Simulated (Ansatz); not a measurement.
**CH5BS: energy of protonation at one site in Python**

Wanted for CH5BS: the energy of protonation at one site. SMILES: BSC.

Program: Ansatz 0.2.0 through its Python package. Level of theory: B3LYP+D3(BJ)/6-31G*. These are calculated values, not measurements.

## Step 1: Starting point

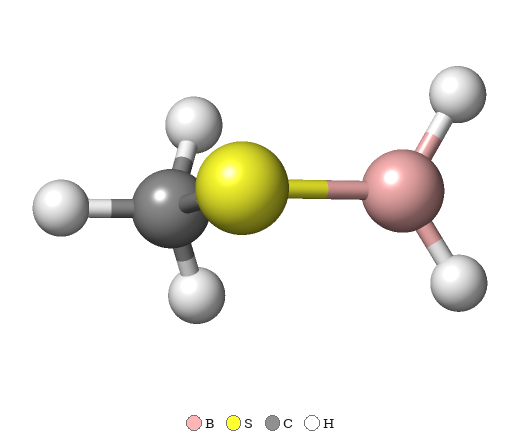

The structure that the script starts from, seen from a chosen angle (boron pink, sulfur yellow, carbon grey, hydrogen white).

The script holds or builds the structure itself.

## Step 2: Script

The input, pa.py:

```python
# -*- coding: utf-8 -*-
"""Proton affinity of CH5BS at one site."""

import ansatz as az
import numpy as np

params = {
    "basis_set": "6-31G*",
    "functional": "b3lyp",
    "vdw": "d3bj",
    "charge": 1,
    "force_tol": 0.01,
}


def main():
    geometry_ang = [
        ("B", (-0.8531, 0.8206, -0.8732)),
        ("S", (0.8501, 0.177, -0.9667)),
        ("C", (0.7009, -0.6752, 0.6213)),
        ("H", (-1.7263, 0.251, -1.3315)),
        ("H", (-1.101, 1.9068, -0.3978)),
        ("H", (0.5409, 0.0696, 1.4477)),
        ("H", (1.7207, -1.1907, 0.8442)),
        ("H", (-0.04, -1.4163, 0.6002)),
    ]
    mol = az.Crystal.molecule()
    for symbol, xyz in geometry_ang:
        mol = mol.atom(symbol, xyz)

    base = (
        mol.calculation()
        .basis(gaussian=params["basis_set"])
        .functional(params["functional"], dispersion=params["vdw"])
    )
    symbols = [site.symbol for site in mol.cartesian_sites]
    start = np.array([site.position_ang for site in mol.cartesian_sites], dtype=float)
    rep = base.relax(force_tolerance=0.01, max_steps=100).run(threads=1).report
    end = np.array(rep["positions_ang"])

    # put the proton on the side away from the neighbours, slightly off axis
    away = sum((end[1] - end[j]) / np.linalg.norm(end[1] - end[j]) for j in [0, 2]) + np.array([0.15, 0.1, -0.2])
    proton = end[1] + 1.4 * away / np.linalg.norm(away)
    acid = az.Crystal.molecule()
    for symbol, place in zip(symbols, end):
        acid = acid.atom(symbol, place.tolist())
    acid = acid.atom("H", proton.tolist())
    protonated = acid.calculation()
    protonated = protonated.basis(gaussian=params["basis_set"])
    protonated = protonated.functional(params["functional"], dispersion=params["vdw"]).charge(params["charge"])
    protonated = protonated.relax(force_tolerance=params["force_tol"], max_steps=80)
    after = protonated.run(threads=1).report
    xyz = np.array(after["positions_ang"])
    reach = np.linalg.norm(xyz[:-1] - xyz[-1], axis=1)
    print(f"base {rep['free_energy_ev']:.5f} eV, protonated {after['free_energy_ev']:.5f} eV")
    print(f"the proton ends {reach.min():.3f} A from {symbols[reach.argmin()]}{reach.argmin()}")
    print(f"electronic proton affinity {96.485332 * (rep['free_energy_ev'] - after['free_energy_ev']):.1f} kJ/mol")


if __name__ == "__main__":
    main()
```

## Step 3: The calls as engine input

The engine receives this input (first run):

```yaml
crystal:
  periodic: [false, false, false]
  atoms:
    - { symbol: B, position_ang: [-0.8531, 0.8206, -0.8732] }
    - { symbol: S, position_ang: [0.8501, 0.177, -0.9667] }
    - { symbol: C, position_ang: [0.7009, -0.6752, 0.6213] }
    - { symbol: H, position_ang: [-1.7263, 0.251, -1.3315] }
    - { symbol: H, position_ang: [-1.101, 1.9068, -0.3978] }
    - { symbol: H, position_ang: [0.5409, 0.0696, 1.4477] }
    - { symbol: H, position_ang: [1.7207, -1.1907, 0.8442] }
    - { symbol: H, position_ang: [-0.04, -1.4163, 0.6002] }
basis:
  gaussian:
    orbitals: "6-31G*"
hamiltonian:
  xc: b3lyp
  dispersion: d3bj
relax:
  f_tol: 0.01
  max_steps: 100
```

## Step 4: Running it

Launch:

```sh
$ python pa.py
```

Standard output:

```text
base -12630.99838 eV, protonated -12638.88663 eV
the proton ends 1.352 A from S1
electronic proton affinity 761.1 kJ/mol
```

It took 2.1 min on 1 thread of Arm Neoverse N1, shared host; peak memory 0.21 GiB.

## Step 5: Inputs of later runs

The engine's inputs for the other runs:

Run 2, against run 1:

```diff
@@ -4,8 +4,9 @@
-    - { symbol: B, position_ang: [-0.8531, 0.8206, -0.8732] }
-    - { symbol: S, position_ang: [0.8501, 0.177, -0.9667] }
-    - { symbol: C, position_ang: [0.7009, -0.6752, 0.6213] }
-    - { symbol: H, position_ang: [-1.7263, 0.251, -1.3315] }
-    - { symbol: H, position_ang: [-1.101, 1.9068, -0.3978] }
-    - { symbol: H, position_ang: [0.5409, 0.0696, 1.4477] }
-    - { symbol: H, position_ang: [1.7207, -1.1907, 0.8442] }
-    - { symbol: H, position_ang: [-0.04, -1.4163, 0.6002] }
+    - { symbol: B, position_ang: [-0.8811216112401369, 0.9629210635971751, -0.9198525980958236] }
+    - { symbol: S, position_ang: [0.724608948822208, 0.8625240894928323, -0.1848585886145334] }
+    - { symbol: C, position_ang: [0.7502392123004413, -0.7436644002565479, 0.7113764591856063] }
+    - { symbol: H, position_ang: [-1.679942784652526, 0.08848412505609125, -0.7782936972096904] }
+    - { symbol: H, position_ang: [-1.1088942575161003, 1.9462371205274107, -1.5531383773409435] }
+    - { symbol: H, position_ang: [0.9228279695806659, -0.5554322967370731, 1.7731063905759623] }
+    - { symbol: H, position_ang: [1.5645208829728046, -1.3560082602924912, 0.3184530826418445] }
+    - { symbol: H, position_ang: [-0.20003836026735797, -1.2622614413873976, 0.5774073288575782] }
+    - { symbol: H, position_ang: [1.7571413693171005, 1.7689777191765046, -0.45359380748294786] }
@@ -17,0 +19 @@
+total_charge: 1.0
@@ -20 +22 @@
-  max_steps: 100
+  max_steps: 80
```

## Step 6: What the script built

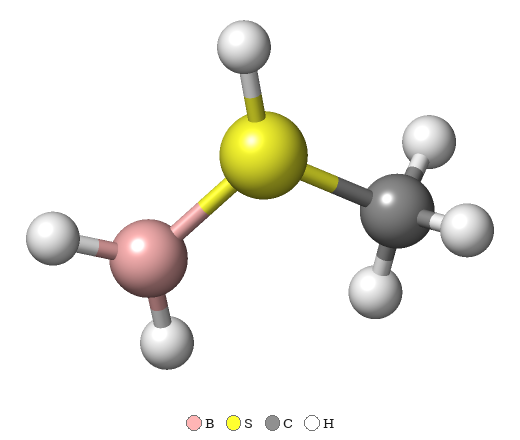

The system of run 2 as the script built it (9 atoms; boron pink, sulfur yellow, carbon grey, hydrogen white).

## Step 7: Run by run

The 2 runs, in the order started:

```
run            system  relax.max_steps  energy (eV)  SCF cycles in all  CPU time (s)
  1             CH5BS              100  -12630.9984                169            82
  2  CH6BS, charge +1               80  -12638.8866                 96            43
```

Totals carry meaning only in balanced differences at one level of theory.

## Step 8: Path of the relaxation of run 1

Relaxation path:

| step | E - E(step 1) (eV) | largest force component (eV/Å) |
| --- | --- | --- |
| 1 | 0.0000 | 2.8316 |
| 2 | -0.0724 | 1.6470 |
| 3 | -0.2185 | 0.5280 |
| 4 | -0.3386 | 0.5066 |
| 5 | -0.4481 | 0.5111 |
| 6 | -0.6081 | 0.6945 |
| 7 | -0.7977 | 0.8345 |
| 8 | -1.0033 | 0.5453 |
| 9 | -1.1158 | 0.5430 |
| 10 | -1.1553 | 0.6260 |
| 11 | -1.1640 | 0.5035 |
| 12 | -1.1886 | 0.2588 |
| 13 | -1.1912 | 0.1611 |
| 14 | -1.1929 | 0.0814 |
| 15 | -1.1921 | 0.1533 |
| 16 | -1.1931 | 0.0460 |
| 17 | -1.1940 | 0.0188 |
| 18 | -1.1941 | 0.0831 |
| 19 | -1.1944 | 0.0424 |
| 20 | -1.1946 | 0.0037 |
| 21 | -1.1947 | 0.0074 |
| 22 | -1.1914 | 0.1782 |
| 23 | -1.1947 | 0.0351 |
| 24 | -1.1948 | 0.0185 |
| 25 | -1.1948 | 0.0062 |

Step 1 is the start. Steps 15, 22 were tried and not accepted.

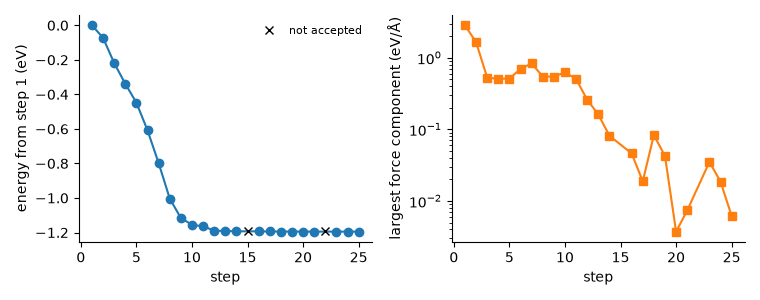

Energy and largest force along the relaxation.

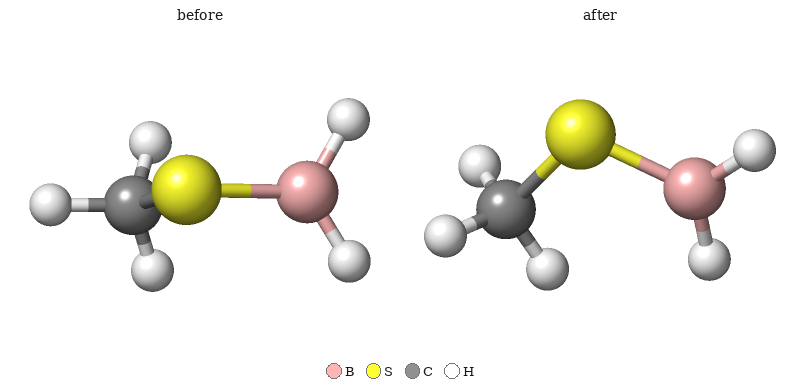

The structure before (left) and after (right) the relaxation, drawn at the same scale.

Before: Bond lengths: B1–S2 1.823 Å, S2–C3 1.808 Å, B1–H4 1.139 Å, B1–H5 1.211 Å, C3–H6 1.124 Å, C3–H7 1.164 Å, C3–H8 1.048 Å. Angles: B1–S2–C3 92.5°, S2–B1–H4 121.3°, S2–B1–H5 121.9°, H4–B1–H5 116.7°, S2–C3–H6 110.2°, S2–C3–H7 107.7°, S2–C3–H8 112.0°, H6–C3–H7 106.1°, H6–C3–H8 112.5°, H7–C3–H8 108.1°.

After: Bond lengths: B1–S2 1.769 Å, S2–C3 1.839 Å, B1–H4 1.193 Å, B1–H5 1.192 Å, C3–H6 1.092 Å, C3–H7 1.092 Å, C3–H8 1.091 Å. Angles: B1–S2–C3 105.3°, S2–B1–H4 121.1°, S2–B1–H5 116.2°, H4–B1–H5 122.7°, S2–C3–H6 109.0°, S2–C3–H7 108.9°, S2–C3–H8 110.1°, H6–C3–H7 109.2°, H6–C3–H8 109.8°, H7–C3–H8 109.8°.

## Step 9: Path of the relaxation of run 2

Relaxation path:

```csv
step,E - E(step 1) (eV),largest force component (eV/Å)
1,0.0000,1.9677
2,-0.4792,0.5387
3,-0.5928,0.5439
4,-0.7065,0.6953
5,-0.7867,0.3458
6,-0.8193,0.1698
7,-0.8203,0.1913
8,-0.8241,0.0849
9,-0.8232,0.0868
10,-0.8248,0.0141
11,-0.8248,0.0050
```

Step 1 is the start. Step 9 was tried and not accepted.

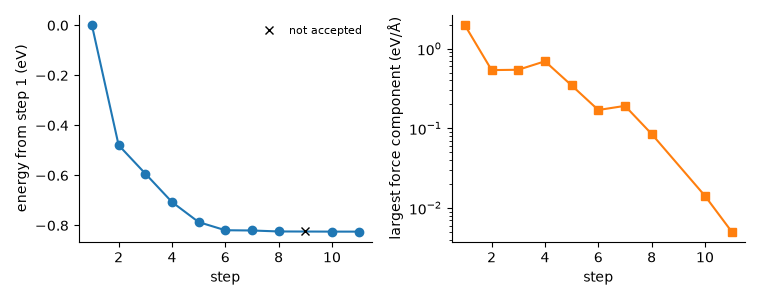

Energy and largest force along the relaxation.

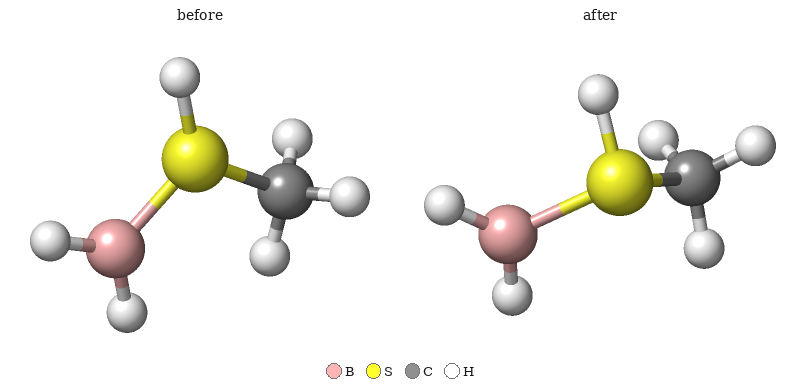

The structure before (left) and after (right) the relaxation, drawn at the same scale.

Before: Bond lengths: B1–S2 1.769 Å, S2–C3 1.839 Å, B1–H4 1.193 Å, B1–H5 1.192 Å, C3–H6 1.092 Å, C3–H7 1.092 Å, C3–H8 1.091 Å, S2–H9 1.400 Å. Angles: B1–S2–C3 105.3°, B1–S2–H9 123.6°, C3–S2–H9 130.4°, S2–B1–H4 121.1°, S2–B1–H5 116.2°, H4–B1–H5 122.7°, S2–C3–H6 109.0°, S2–C3–H7 108.9°, S2–C3–H8 110.1°, H6–C3–H7 109.2°, H6–C3–H8 109.8°, H7–C3–H8 109.8°.

After: Bond lengths: B1–S2 1.875 Å, S2–C3 1.845 Å, B1–H4 1.182 Å, B1–H5 1.181 Å, C3–H6 1.091 Å, C3–H7 1.089 Å, C3–H8 1.092 Å, S2–H9 1.352 Å. Angles: B1–S2–C3 108.8°, B1–S2–H9 102.9°, C3–S2–H9 103.1°, S2–B1–H4 115.0°, S2–B1–H5 115.4°, H4–B1–H5 129.4°, S2–C3–H6 106.6°, S2–C3–H7 110.5°, S2–C3–H8 105.8°, H6–C3–H7 111.9°, H6–C3–H8 110.3°, H7–C3–H8 111.5°.

## Step 10: What came out

```
                             quantity         value
           electronic proton affinity  761.1 kJ/mol
                        runs compared             2
     moves of the relaxation of run 1            22
               energy gained in run 1      1.195 eV
last largest force component of run 1   0.0062 eV/Å
     moves of the relaxation of run 2             9
               energy gained in run 2      0.825 eV
last largest force component of run 2   0.0050 eV/Å
```

**Reading.** Run 1: The relaxation took 22 moves; the largest shift is 1.156 Å, of atom 5 (H). So large a move can change the bonding: the results belong to the relaxed structure. Run 2: The relaxation took 9 moves; the largest shift is 0.698 Å, of atom 2 (S). What to keep in mind:
- The proton is put on one chosen atom, which needn't be the most basic site, so the molecule's proton affinity can be higher; the ends are stationary points, not checked by frequencies, and zero-point and thermal terms count only where printed.
- b3lyp holds the VWN-RPA fit, as in Gaussian; the form of ORCA and Turbomole is b3lyp5.
